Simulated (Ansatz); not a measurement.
Take PbTe in the rock salt structure (space group Fm-3m, No. 225; a = 6.5342 Å) as the base.

It is then changed as follows: a fraction x = 0.75 of the Te sites is given to S, ordered in a cell of 8 atoms (starting symmetry C2/m) and fully relaxed.

Computed with r2SCAN (Ansatz, a program for electronic structure, PAW, no spin-orbit coupling).

The zone is the changed cell's own and can be folded.

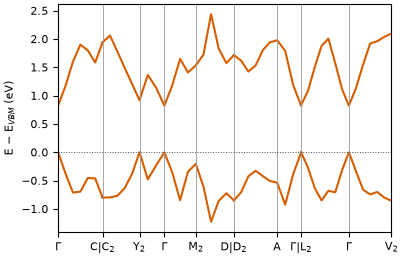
*Highest valence and lowest conduction band along the path of the changed cell's own zone*

The gap is 0.82 eV, direct at Γ; the base has 1.09 eV.

Each cell is one ordered arrangement of few atoms, which overstates ordering effects compared with a random alloy. Spin-orbit coupling, missing from the scalar runs, can matter with Pb and Te. Stability against distortions was not tested. Labels are those of the standard path for the cell's own space group.
